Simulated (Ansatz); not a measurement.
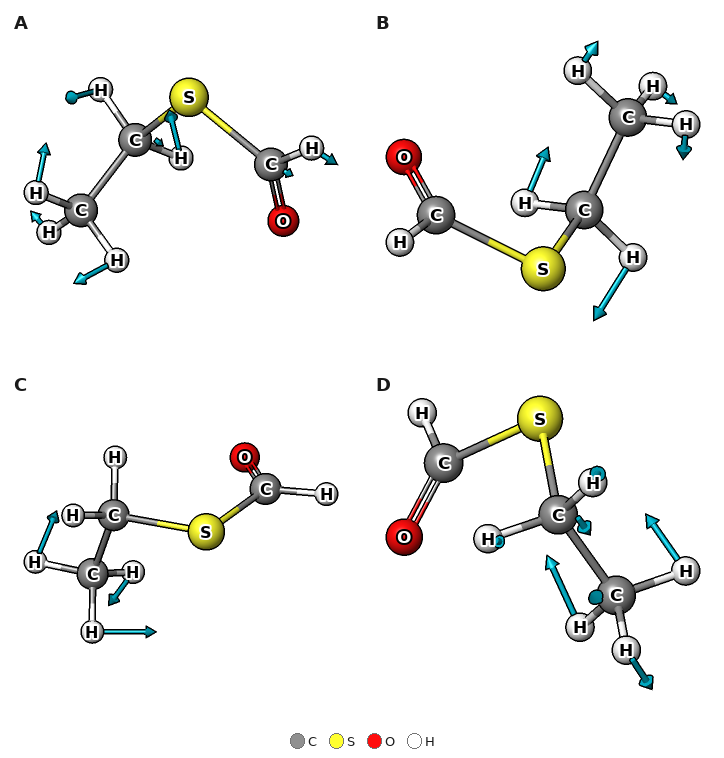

4 normal modes of one molecule or complex, as arrows. Harmonic vibrations computed with RKS PBE0-D4/def2-TZVP (Ansatz 0.2.0) at a stationary point of the same level.

Match the panels to the wavenumbers 745 cm⁻¹, 1087 cm⁻¹, 1281 cm⁻¹, 1482 cm⁻¹.

A: 745 cm⁻¹, C–C–H bending
B: 1281 cm⁻¹, C–C–H bending
C: 1482 cm⁻¹, H–C–H bending
D: 1087 cm⁻¹
